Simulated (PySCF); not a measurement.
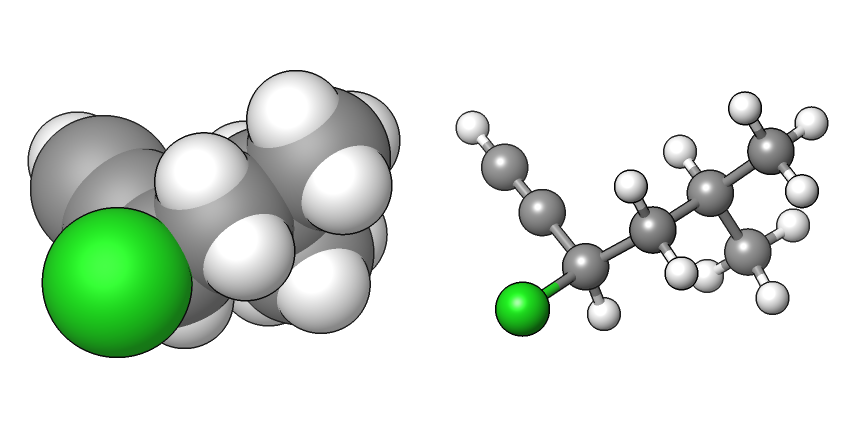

Two views of one molecule. Colours: carbon grey, chlorine green, hydrogen white.

The geometry was computed by an optimisation with GFN2-xTB. No frequency run is at hand to confirm it as a minimum.

> Give the formula.

C₇H₁₁Cl, 19 atoms: 7 carbon, 11 hydrogen and 1 chlorine.

> Name functional groups in it.

Among them: alkyne, C–Cl bond.

> Give the symmetry (Schoenflies symbol).

C1.

The parts below concern this one geometry. Atoms keep their numbers from picture to picture.

Geometry

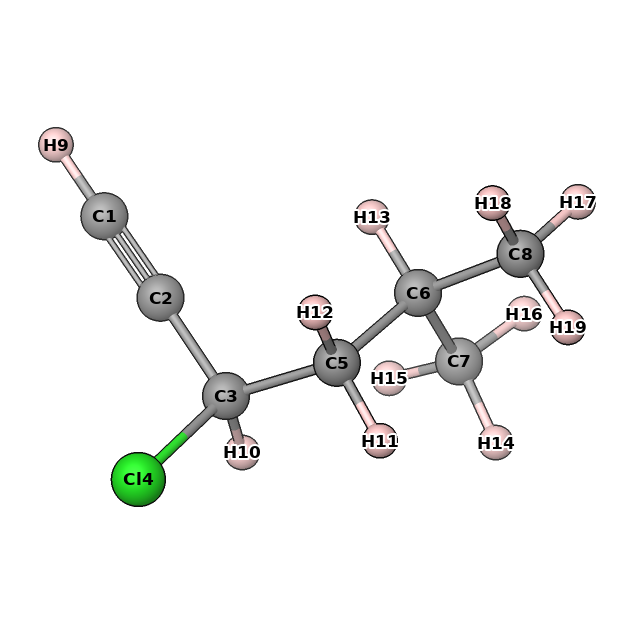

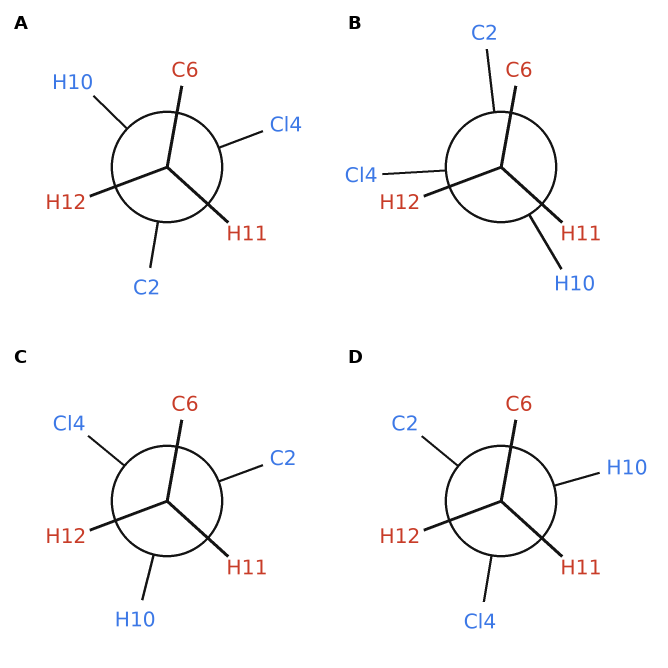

Distant atoms are faded towards the background colour. Bonds that would overlap in a projection are set slightly apart. No frequency run is at hand to confirm it as a minimum.

> Which Newman projection shows the view along C5–C3, with C5 in front?

D. The torsion angle C6–C5–C3–Cl4 is 179°, antiperiplanar (anti).

Electronic properties

No frequency run is at hand to confirm it as a minimum. Level of theory: PBE0/pcSseg-1, gas phase (PySCF 2.14.0).

> What is the HOMO energy (Kohn–Sham orbital)?

−8.11 eV.

> Estimate the dipole moment.

2.29 D.

> What is the HOMO–LUMO gap?

7.82 eV.

NMR shielding

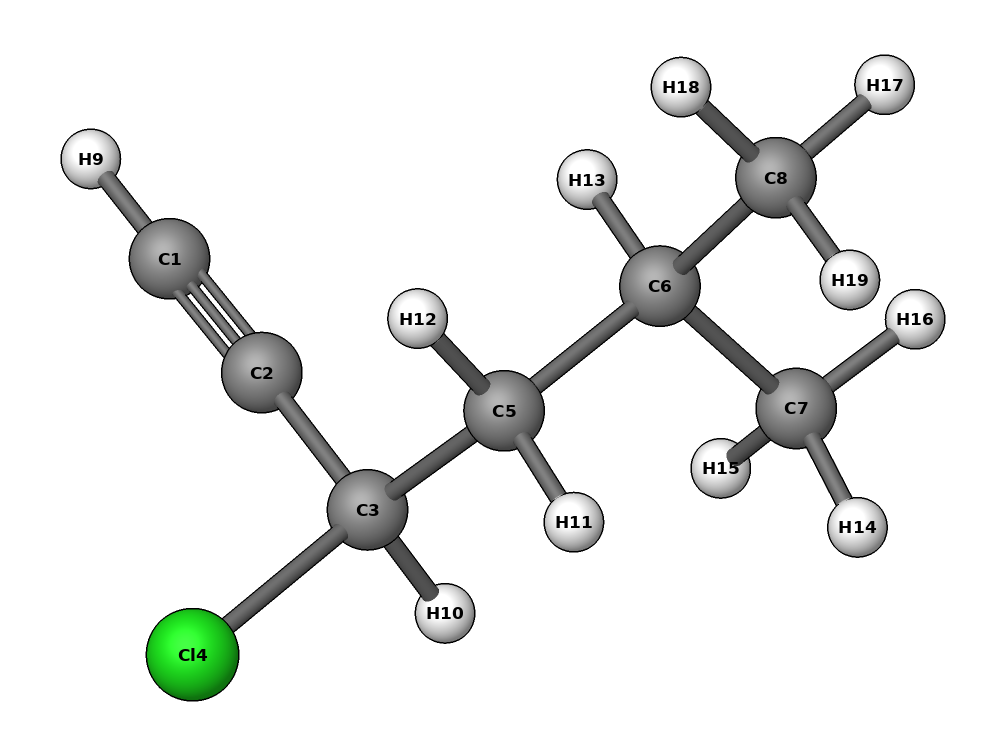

The questions are on isotropic NMR shieldings of the C atoms. No frequency run is at hand to confirm it as a minimum. Properties computed with GIAO PBE0/pcSseg-1 NMR shielding, non-relativistic, gas phase (PySCF 2.14.0).

> Which C atom is the most shielded (lowest chemical shift)?

C7 (164.9 ppm).

> Which C atom is the least shielded (highest chemical shift)?

C2 (100.0 ppm).

> How wide is the range of C shifts?

64.9 ppm.

List the isotropic NMR shieldings of the C atoms.

```tsv
atom	σ (ppm)
C1	102.5
C2	100.0
C3	134.3
C5	134.0
C6	156.6
C7	164.9
C8	160.9
```

Charges

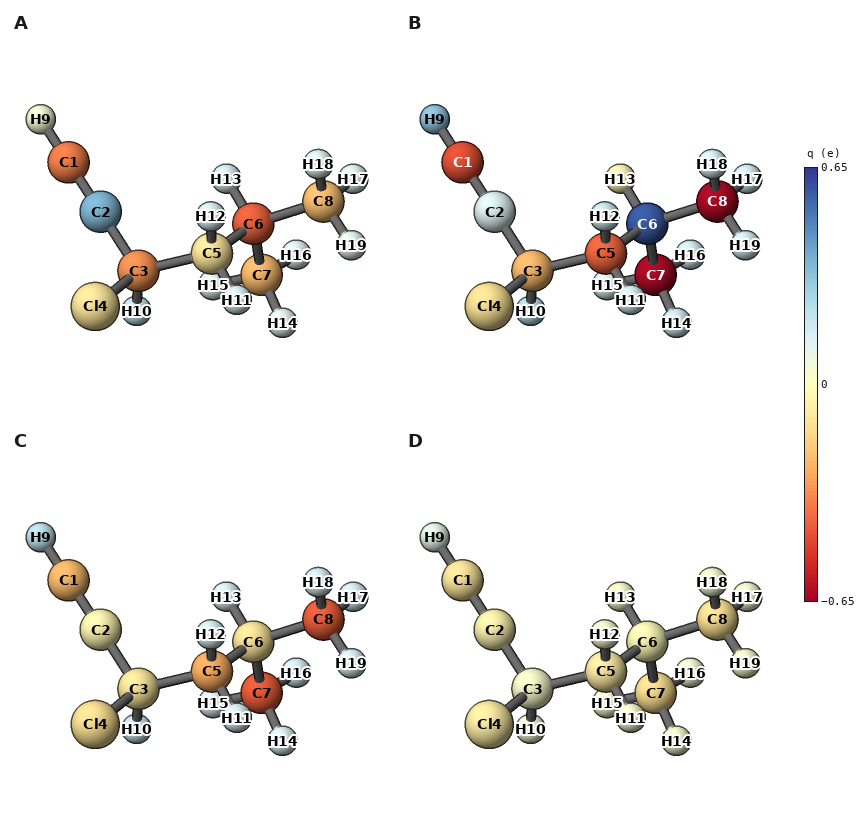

Atomic charges of one calculation by 4 schemes, on one colour scale. No frequency run is at hand to confirm it as a minimum. Level of theory: PBE0/pcSseg-1 (PySCF 2.14.0).

> The schemes are ESP-fitted, Hirshfeld, IAO, Mulliken. Which panel shows which?

A Mulliken, B ESP-fitted, C IAO, D Hirshfeld.

List the charges (e), one line for each set of equivalent atoms.

```json
{"atom": "C1", "Mulliken": "−0.35", "ESP-fitted": "−0.44", "IAO": "−0.22", "Hirshfeld": "−0.10"}
{"atom": "C2", "Mulliken": "0.35", "ESP-fitted": "0.13", "IAO": "−0.03", "Hirshfeld": "−0.04"}
{"atom": "C3", "Mulliken": "−0.31", "ESP-fitted": "−0.22", "IAO": "−0.09", "Hirshfeld": "0.03"}
{"atom": "Cl4", "Mulliken": "−0.09", "ESP-fitted": "−0.11", "IAO": "−0.11", "Hirshfeld": "−0.07"}
{"atom": "C5", "Mulliken": "−0.09", "ESP-fitted": "−0.40", "IAO": "−0.25", "Hirshfeld": "−0.07"}
{"atom": "C6", "Mulliken": "−0.40", "ESP-fitted": "0.57", "IAO": "−0.09", "Hirshfeld": "−0.02"}
{"atom": "C7", "Mulliken": "−0.22", "ESP-fitted": "−0.62", "IAO": "−0.42", "Hirshfeld": "−0.12"}
{"atom": "C8", "Mulliken": "−0.20", "ESP-fitted": "−0.62", "IAO": "−0.42", "Hirshfeld": "−0.12"}
{"atom": "H9", "Mulliken": "0.05", "ESP-fitted": "0.32", "IAO": "0.21", "Hirshfeld": "0.10"}
{"atom": "H10", "Mulliken": "0.19", "ESP-fitted": "0.22", "IAO": "0.18", "Hirshfeld": "0.06"}
{"atom": "H11", "Mulliken": "0.13", "ESP-fitted": "0.14", "IAO": "0.14", "Hirshfeld": "0.04"}
{"atom": "H12", "Mulliken": "0.13", "ESP-fitted": "0.17", "IAO": "0.15", "Hirshfeld": "0.04"}
{"atom": "H13", "Mulliken": "0.14", "ESP-fitted": "−0.02", "IAO": "0.13", "Hirshfeld": "0.03"}
{"atom": "H14", "Mulliken": "0.11", "ESP-fitted": "0.16", "IAO": "0.13", "Hirshfeld": "0.04"}
{"atom": "H15", "Mulliken": "0.12", "ESP-fitted": "0.14", "IAO": "0.14", "Hirshfeld": "0.04"}
{"atom": "H16", "Mulliken": "0.12", "ESP-fitted": "0.15", "IAO": "0.14", "Hirshfeld": "0.04"}
{"atom": "H17", "Mulliken": "0.12", "ESP-fitted": "0.15", "IAO": "0.14", "Hirshfeld": "0.04"}
{"atom": "H18", "Mulliken": "0.12", "ESP-fitted": "0.13", "IAO": "0.14", "Hirshfeld": "0.04"}
{"atom": "H19", "Mulliken": "0.10", "ESP-fitted": "0.15", "IAO": "0.13", "Hirshfeld": "0.04"}
```

Mulliken values depend strongly on the basis set and can even reverse the polarity of a bond.
